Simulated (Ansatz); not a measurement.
# B3LYP/def2-SVPD run of BH2ClO (SMILES OBCl)

What is the energy change on altering one bond length of BH2ClO at B3LYP/def2-SVPD? 

The calculation is run with Ansatz 0.2.0.

64 further runs of the same task are left out: 64 set aside as unsound or not needed.

## 1. The system as given

BH2ClO has 5 atoms, charge 0, and is taken as a singlet. As SMILES, `OBCl`. Geometry: relaxed at PBE0-D4/def2-TZVP. This is one conformer, not always the lowest.

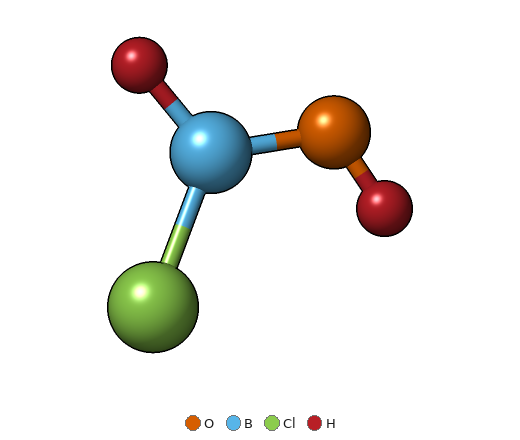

Viewed from a chosen angle; oxygen orange, boron blue, chlorine green, hydrogen red.

## 2. The energy at B3LYP/def2-SVPD

The input, job.yaml:

```yaml
crystal:
  periodic: [false, false, false]
  atoms:
    - symbol: O
      position_ang: [-0.863300, -0.618600, -0.002900]
    - symbol: B
      position_ang: [0.379000, -0.137200, 0.137900]
    - symbol: Cl
      position_ang: [0.788600, 1.496000, -0.395300]
    - symbol: H
      position_ang: [-1.477700, 0.001200, -0.409700]
    - symbol: H
      position_ang: [1.223300, -0.815100, 0.628600]
basis:
  gaussian: {orbitals: def2-SVPD}
hamiltonian: {xc: {name: B3LYP}}
accuracy: high
output: {orbitals: {seedname: orbitals}}
```

Command:

```
ansatz run job.yaml --threads 1 --pin off --max-ram 3480MiB --events-out events.jsonl --progress --plain --runs-dir runs
```

What it wrote:

```text
Warning: RAYON_NUM_THREADS=1 ignored (pool sized by the plan → 1); use --threads N
Functional definition: B3LYP
  name "B3LYP"
  parameter a0 = 0.2
  parameter ax = 0.72
  parameter ac = 0.81
  exchange = (1 - a0 - ax)*slater_x + ax*b88_x + a0*exact_x
  correlation = (1 - ac)*vwn_rpa_c + ac*lyp_c
1663 factors; integrals over basis functions are off by at most 3.7e-9 eV
mean field evaluation 1: about -15271.7457 eV, gradient 4.9e1 eV
mean field evaluation 2: about -15261.2793 eV, gradient 8.9e1 eV
mean field evaluation 4: about -15275.9432 eV, gradient 2.3e0 eV
mean field evaluation 8: about -15275.9557 eV, gradient 1.4e-1 eV
mean field evaluation 16: about -15275.9558 eV, gradient 2.5e-6 eV
mean field -15275.95580112 eV, -561.3810212764 hartree, gradient 3.8e-8 eV, S^2 0.000000; 0 other end points of the search recorded, 0 dependent functions left out
reference -15275.95583536 eV, -561.3810225349 hartree; 16, 16 occupied and 70, 70 virtual orbitals, 1663 factors
Total energy: -15275.95583536 eV, -561.3810225349 hartree
```

Wall time 4.5 s (1 thread of Arm Neoverse V2, shared host); peak memory 0.23 GiB.

## 3. The distorted shape

The input, molecule.yaml:

```yaml
basis:
  gaussian:
    orbitals: def2-SVPD
crystal:
  periodic: [false, false, false]
  atoms:
    - {symbol: O, position_ang: [-1.285480, -0.279626, -0.248268]}
    - {symbol: B, position_ang: [-0.043180, 0.201774, -0.107468]}
    - {symbol: Cl, position_ang: [0.366420, 1.834974, -0.640668]}
    - {symbol: H, position_ang: [-1.899880, 0.340174, -0.655068]}
    - {symbol: H, position_ang: [1.223300, -0.815100, 0.628600]}
accuracy: high
output: {orbitals: {seedname: orbitals}}
hamiltonian:
  xc: {name: B3LYP}
```

Command:

```
ansatz run molecule.yaml --threads 1 --pin off --max-ram 3480MiB --events-out events.jsonl --progress --plain --runs-dir runs
```

What it wrote:

```text
Warning: RAYON_NUM_THREADS=1 ignored (pool sized by the plan → 1); use --threads N
[... 7 set-up lines as earlier in the session ...]
1682 factors; integrals over basis functions are off by at most 3.9e-9 eV
mean field evaluation 1: about -15269.9963 eV, gradient 4.9e1 eV
mean field evaluation 2: about -15258.7233 eV, gradient 9.1e1 eV
mean field evaluation 4: about -15274.0999 eV, gradient 2.5e0 eV
mean field evaluation 8: about -15274.1151 eV, gradient 1.7e-1 eV
mean field evaluation 16: about -15274.1152 eV, gradient 1.1e-5 eV
mean field -15274.11515789 eV, -561.3133788855 hartree, gradient 3.2e-8 eV, S^2 0.000000; 0 other end points of the search recorded, 0 dependent functions left out
reference -15274.11519269 eV, -561.3133801641 hartree; 16, 16 occupied and 70, 70 virtual orbitals, 1682 factors
Total energy: -15274.11519269 eV, -561.3133801641 hartree
```

Wall time 4.2 s (1 thread of Arm Neoverse V2, shared host); peak memory 0.23 GiB.

## 4. What came out

At B3LYP/def2-SVPD:

| quantity | value |
| --- | --- |
| first shape: total energy | -561.38102 Eh |
| first shape: HOMO energy | -8.97 eV |
| first shape: LUMO energy | -0.75 eV |
| first shape: HOMO–LUMO gap | 8.23 eV |
| distorted shape: total energy | -561.31338 Eh |
| distorted shape: HOMO energy | -8.22 eV |
| distorted shape: LUMO energy | -0.95 eV |
| distorted shape: HOMO–LUMO gap | 7.27 eV |
| energy change with the B2–H5 bond stretched from 1.189 to 1.783 Å | 1.841 eV |

In words: With the B2–H5 bond stretched from 1.189 to 1.783 Å the energy rises by 1.84 eV (178 kJ/mol). The first shape isn't relaxed at this level, so the change isn't measured from a minimum.
